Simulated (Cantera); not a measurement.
Input: 1 mol CH2F2, 0.036 mol CH4, held at 100 Torr.

Equilibrium computed with Cantera from the NASA thermochemical tables; the gas is ideal and each condensed phase is pure. Candidate condensed phases: C, C6H6, C7H8, C8H18; 95 gas species. The numbers say what is thermodynamically allowed, not how fast it happens.

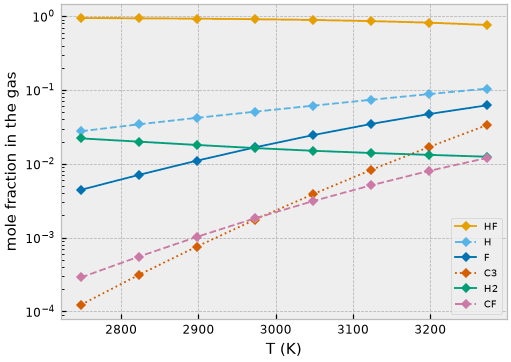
Figure. Equilibrium gas composition (values under 1e-9 drawn at 1e-9)

From 2748 K to 3273 K the condensed part is C(graphite). The main C-bearing gas is C2H2 (acetylene) at 2748 K and C3 at 3273 K. The share of C in condensed phases is highest at 2748 K (99.5 %) and lowest at 3273 K (67.2 %).
